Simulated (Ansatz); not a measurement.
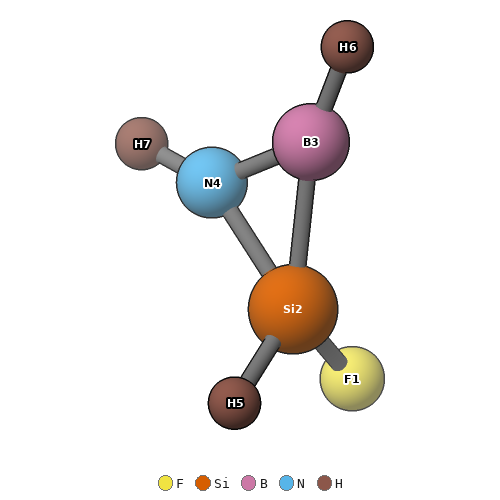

The system is BFH₃NSi (SMILES F[SiH]1BN1) with the probe H; the picture shows it without the atoms that are moved over the map. 
- The probe is moved over a plane parallel to the molecule's main plane, 4.44 Å above it.
- The first coordinate is: x of the probe's H atom; the second: y of the probe's H atom.
- Nothing is relaxed (molecule and probe rigid).
- The scan uses a 21 × 17 grid.
- Points are written as (first, second).
- Energies: kJ/mol, counted from molecule and probe far apart, each relaxed in its own basis (no counterpoise correction).
- Theory: UHF/def2-SVP in Ansatz.

Range: x of the probe's H atom from −3.70 to 3.70 Å; y of the probe's H atom from −2.96 to 2.96 Å.

Question: Predict the map.

Answer: The lowest grid point is at (−2.59 Å, −1.11 Å), −0.02 kJ/mol from molecule and probe far apart, each relaxed in its own basis (no counterpoise correction). The energy also falls towards the edge at (2.59 Å, 2.96 Å) (0.01 kJ/mol above the lowest) and (3.70 Å, −2.22 Å) (0.01 kJ/mol above the lowest), where a further well may lie outside the range. The highest grid point, (0.74 Å, 0.00 Å) [nearest 1 H at 2.51 Å], lies 2.21 kJ/mol above the lowest.

```csv
"y of the probe's H atom ↓, x of the probe's H atom →",−3.33,−2.59,−1.85,−1.11,−0.37,0.37,1.11,1.85,2.59,3.33
2.59,−0.01,−0.01,−0.01,−0.01,0.01,0.04,0.04,0.02,0.00,−0.01
1.85,−0.01,−0.02,−0.01,0.04,0.15,0.28,0.29,0.16,0.05,0.00
1.11,−0.01,−0.02,0.01,0.15,0.51,0.94,0.97,0.56,0.18,0.03
0.37,−0.02,−0.02,0.03,0.28,0.96,1.81,1.85,1.05,0.34,0.06
−0.37,−0.02,−0.02,0.03,0.29,1.02,1.92,1.97,1.11,0.36,0.06
−1.11,−0.01,−0.02,0.01,0.17,0.60,1.14,1.17,0.68,0.22,0.04
−1.85,−0.01,−0.02,−0.01,0.04,0.20,0.39,0.41,0.24,0.08,0.01
−2.59,0.00,−0.01,−0.01,0.00,0.03,0.07,0.08,0.04,0.01,−0.01
```

The table holds every second grid line.

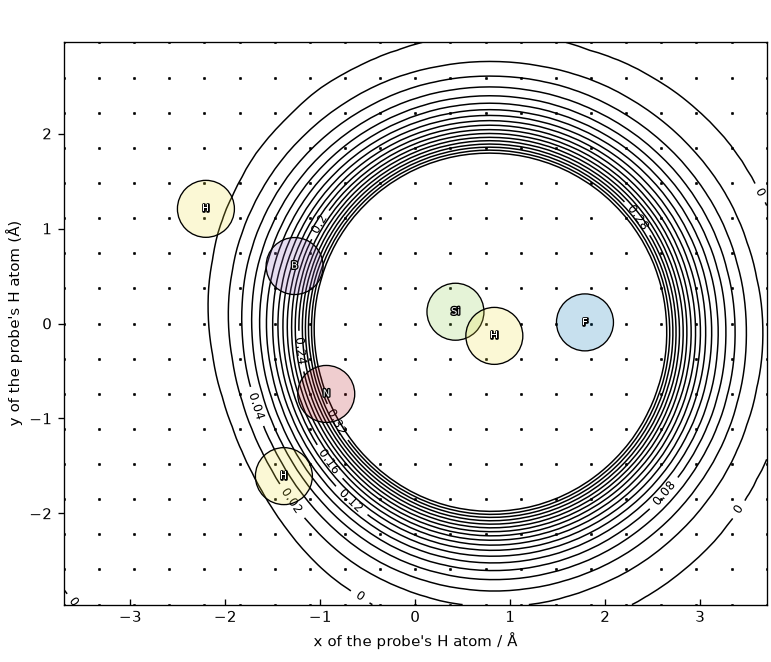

In the figure: contour lines labelled in kJ/mol (none above 0.34), dots at the grid points, labelled circles for the molecule's atoms, projected on the plane. Between grid points the surface is interpolated.

Each point was launched as `ansatz run input.yaml --threads 1 --pin off --max-ram 2560MiB --backend cpu --events-out ev --progress --plain --runs-dir out`. The whole map (357 points run) took 9.4 min on 1 thread of Arm Neoverse V1, on a shared host.
